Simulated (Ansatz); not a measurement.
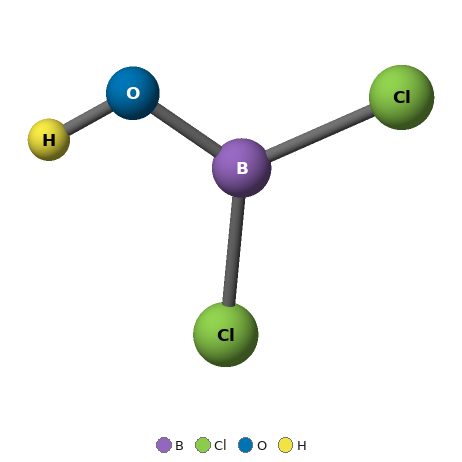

Rendered structure (ball-and-stick style).

Description:

Formula BCl₂HO. The point group is Cs. All atoms lie on one plane. Coordination: 1 B trigonal planar; 1 O bent.

The parts below concern this one geometry. Atoms keep their numbers from picture to picture. The geometry was computed by an optimisation with PBE0-D4/def2-TZVP.

Vibrations

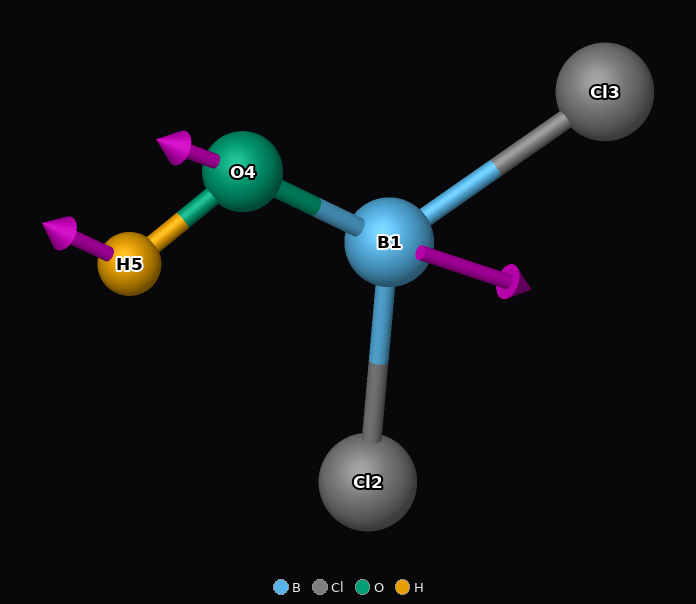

The arrows show one normal mode. Harmonic vibrations computed with RKS PBE0-D4/def2-TZVP (Ansatz 0.2.0) at a stationary point of the same level.

Describe the motion.

Mostly B–O stretching.

Estimate its harmonic wavenumber.

1383 cm⁻¹; it is mode 8 of 9 counted from the lowest.

Dipole moment

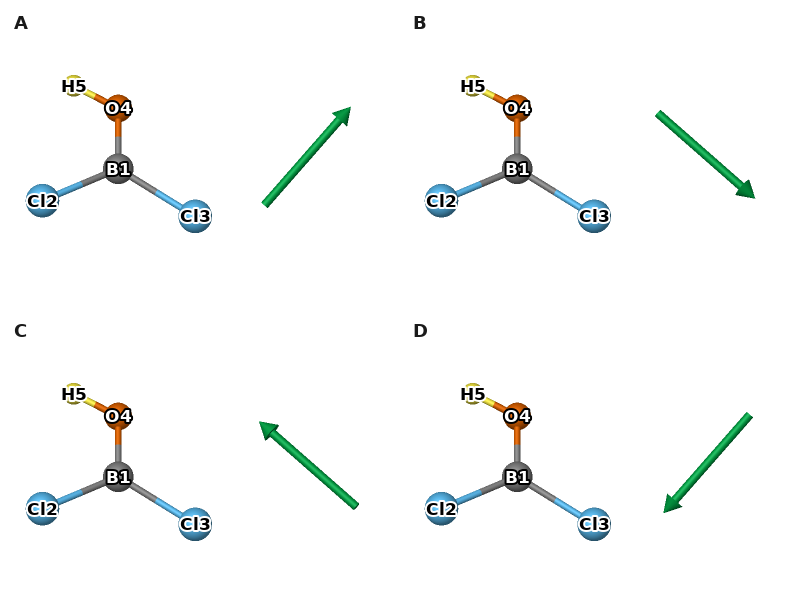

The same molecule four times, each with an arrow. Method: RKS PBE0-D4/def2-TZVP (Ansatz 0.2.0).

Which arrow points along the dipole moment, from the negative to the positive end?

C. The dipole moment is 1.80 D; it points from the side of Cl3 to the side of H5 (the outermost atoms at the two ends).

Electronic properties

Level of theory: RKS PBE0-D4/def2-TZVPP (Ansatz 0.2.0).

Estimate the LUMO energy (Kohn–Sham orbital).

−0.37 eV.

Estimate the HOMO energy (Kohn–Sham orbital).

−9.08 eV.
